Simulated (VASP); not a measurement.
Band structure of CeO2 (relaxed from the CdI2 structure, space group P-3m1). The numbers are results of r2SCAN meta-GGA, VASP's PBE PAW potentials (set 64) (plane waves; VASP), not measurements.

The path is coarsely sampled, so an indirect gap can come out somewhat too large.

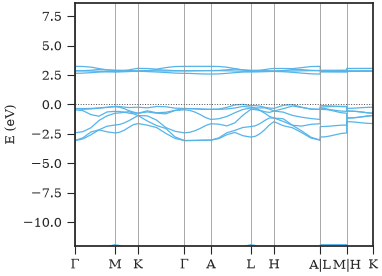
Figure. Bands along high-symmetry lines, zero at the valence-band maximum or, without a gap, the Fermi level

Q: Read the plot: is there a gap, and where are the band edges?

A: The gap is indirect, 2.58 eV, from the valence maximum at A-L at 0.80 to the conduction minimum at A.

The structure was generated: CeO2 was put into the CdI2 type (P-3m1), which need not be its known phase. It was relaxed first, which changed the volume by +6 %. The run is not spin-polarised, so no magnetic state was tried.
